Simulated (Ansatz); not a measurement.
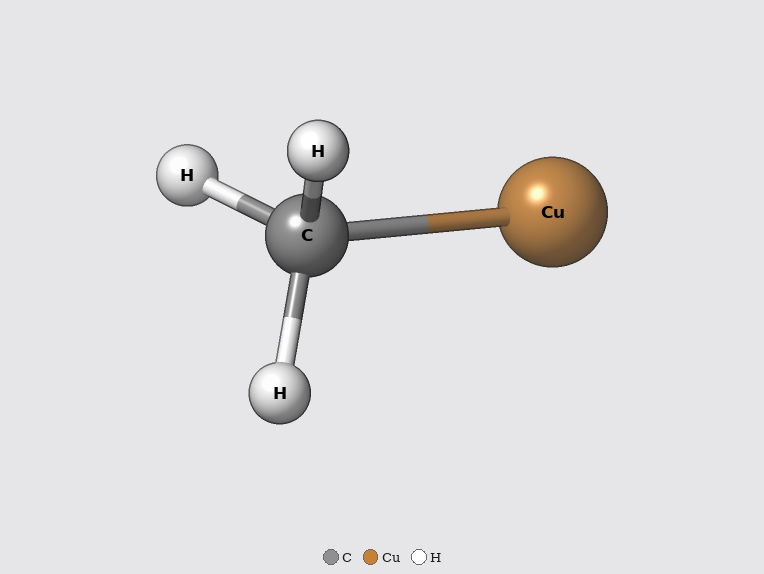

A ball-and-stick model of a molecule.

The species is neutral and a spin singlet.

> Give the formula.

CH3Cu, 5 atoms: 1 carbon, 3 hydrogen and 1 copper.

> Count the bonded pairs by element.

3 C–H, 1 C–Cu.

The parts below concern this one geometry. Atoms keep their numbers from picture to picture. The geometry was computed by an optimisation with PBE0-D4/def2-TZVP.

Shape

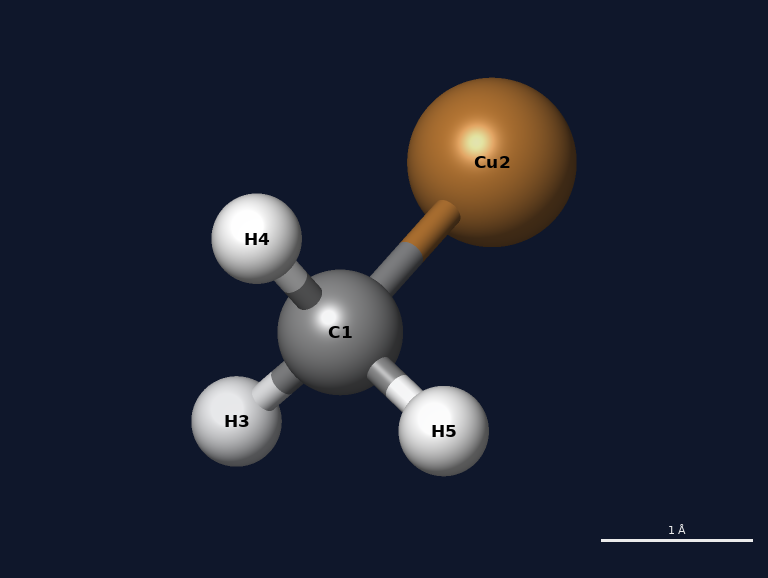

Numbered structure.

> What is the geometry at C1?

C1 has 4 neighbours (Cu2 at 1.90, H3 at 1.09, H4 at 1.09, H5 at 1.09 Å); the arrangement is tetrahedral.

Thermal motion

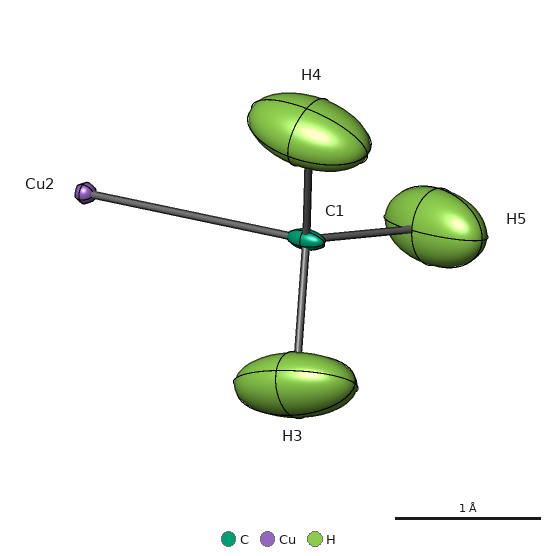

Displacement ellipsoids at the 50 % level, enlarged 2 times, from the internal vibrations of the free molecule (harmonic, no overall translation or rotation; no half-axis is drawn under 0.075 Å). Vibrations computed with RKS PBE0-D4/def2-TZVP (Ansatz 0.2.0). Temperature: 400 K.

Give the displacement parameters, one line for each set of equivalent atoms.

| atom | U_eq (Å²) | rms amplitudes (Å) |
| --- | --- | --- |
| C1 | 0.0011 | 0.021, 0.021, 0.050 |
| Cu2 | 0.00004 | 0.002, 0.002, 0.011 |
| H3, H4, H5 | 0.0122 | 0.072, 0.088, 0.154 |

Levels of theory compared

Program: Ansatz 0.2.0.

At this fixed geometry, give vertical IP (eV) at these levels: B2PLYP (frozen core)/def2-TZVPP; B3LYP-D4/def2-TZVPP; CCSD(T)/CBS (MP2 limit from def2-TZVPP and def2-QZVPP plus CCSD(T) − MP2); PBE-D4/def2-TZVPP; PBE0-D4/def2-TZVPP; r2SCAN-D4/def2-TZVPP; ωB97M-V/def2-TZVPP; ωB97X-V/def2-TZVPP.

```csv
level,vertical IP (eV)
B2PLYP (frozen core)/def2-TZVPP,8.72
B3LYP-D4/def2-TZVPP,8.80
CCSD(T)/CBS (MP2 limit from def2-TZVPP and def2-QZVPP plus CCSD(T) − MP2),8.82
PBE-D4/def2-TZVPP,8.83
PBE0-D4/def2-TZVPP,8.58
r2SCAN-D4/def2-TZVPP,8.62
ωB97M-V/def2-TZVPP,8.60
ωB97X-V/def2-TZVPP,8.52
```

Charges

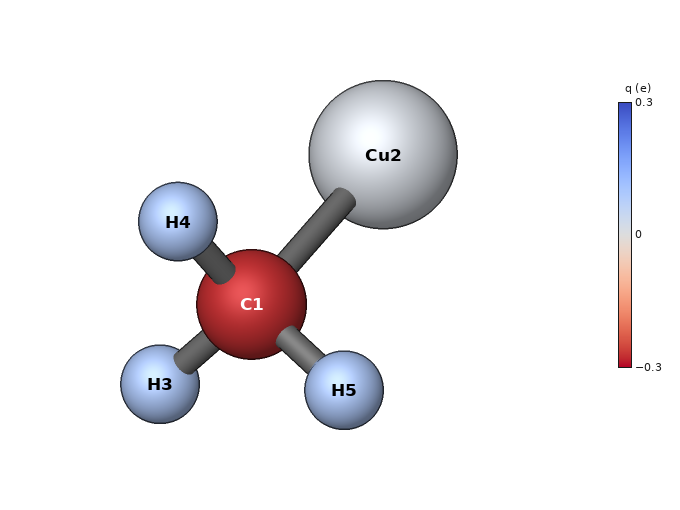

Atoms are coloured by their Mulliken charges. Properties computed with RKS r2SCAN-D4/def2-TZVPP (Ansatz 0.2.0).

Give the Mulliken charges atom by atom.

```csv
atom,value (e)
C1,−0.27
Cu2,0.01
H3,0.09
H4,0.09
H5,0.09
```

Mulliken values depend strongly on the basis set and can even reverse the polarity of a bond.
